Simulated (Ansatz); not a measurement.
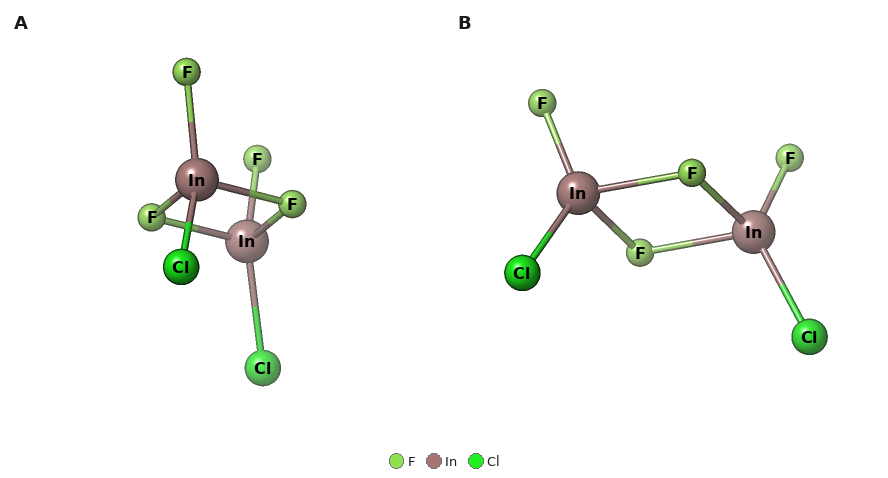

Atoms fade into the background with distance from the viewer. Computed geometry: PBE0-D4/def2-TZVP optimisation. No frequency run is at hand to confirm it as a minimum.

Question: Are A and B the same structure? If not, how do they differ?

Answer: Yes. They are the same structure, Cl2F4In2 ([F][In@-]1([Cl])[F+][In@@-]([F])([Cl])[F+]1), seen from two directions. With point group C2v it is achiral, so its mirror image would be the same too.
